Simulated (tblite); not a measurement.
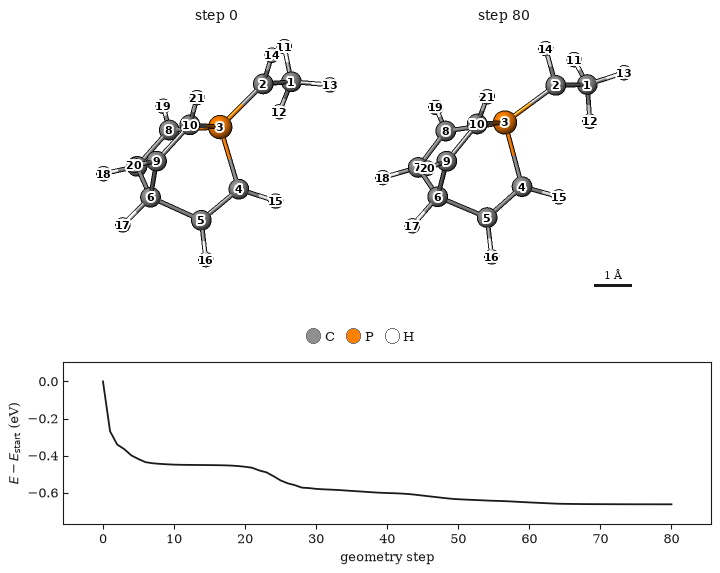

First and last geometry of a relaxation of C9H11P, with the history of the run. Style: ball-and-stick. Shown from a free direction.

These are results of GFN2-xTB geometry optimisation, gas phase (tblite), not measurements. 

> Read the history and describe the run.

It converged. The atom that moves furthest after the best rigid fit is H12 (0.80 Å). By element the largest moves are H 0.80 Å, C 0.32 Å, P 0.21 Å. Some distances before and after: P3–C8 1.761 → 1.876 Å, P3–C6 2.739 → 2.810 Å, P3–C4 1.764 → 1.809 Å, P3–C10 1.759 → 1.801 Å. Bond angles that change, for instance: C2–P3–C8 117.3° → 140.0°, P3–C2–H14 120.4° → 109.7°, C2–P3–C4 117.6° → 111.3°. Over 80 geometry steps the energy falls by 0.663 eV.
